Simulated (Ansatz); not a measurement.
# Dissociation curves of AlF2 (SMILES [F][Al][F])

AlF2: 3 atoms, total charge 0, spin state doublet. SMILES: `[F][Al][F]`. Geometry: relaxed at PBE0-D4/def2-TZVP.

```tsv
atom	x (Å)	y (Å)	z (Å)
F	0.5330	-1.3612	0.1364
Al	0.3887	0.2754	0.2452
F	-0.9325	1.0210	-0.3948
```

The F1–Al2 distance is scanned; the parts on either side stay rigid. Basis STO-3G, 7 core orbitals frozen in the correlated methods; program Ansatz 0.2.0. FCI is exact within this basis and core. Energies in eV from each method's value at 1.647 Å; open shells run as named. The shape above is that at 1.647 Å.

| distance (Å) | USVWN5 | U-r2SCAN0 | U-wB97X | RPA@PBE | FCI |
| --- | --- | --- | --- | --- | --- |
| 1.647 | 0.00 | 0.00 | 0.00 | 0.00 | 0.00 |
| 2.058 | 1.42 | 1.49 | 1.46 | 1.15 | 1.34 |
| 2.470 | 3.15 | 2.80 | 2.83 | 2.01 | 2.16 |
| 3.293 | 4.36 | 3.38 | 3.38 | 1.91 | 2.22 |
| 4.116 | 4.53 | 3.41 | 3.41 | 1.67 | 2.23 |

Departure from the FCI curve at its largest: USVWN5 +2.30 eV at 4.12 Å; U-r2SCAN0 +1.18 eV at 4.12 Å; U-wB97X +1.18 eV at 4.12 Å; RPA@PBE -0.56 eV at 4.12 Å. The curve of RPA@PBE turns over, which the reference doesn't. For the functionals part of the departure is owed to the small basis.

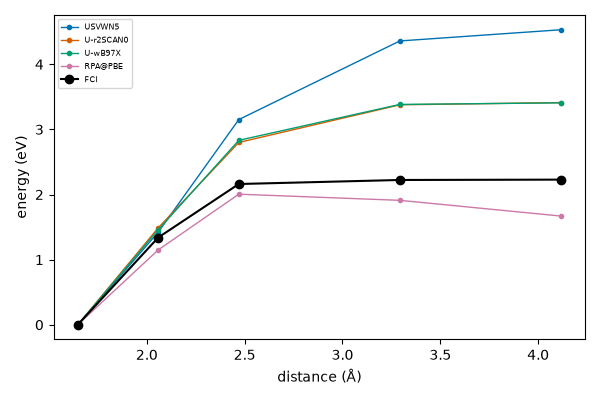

The curves of the table.
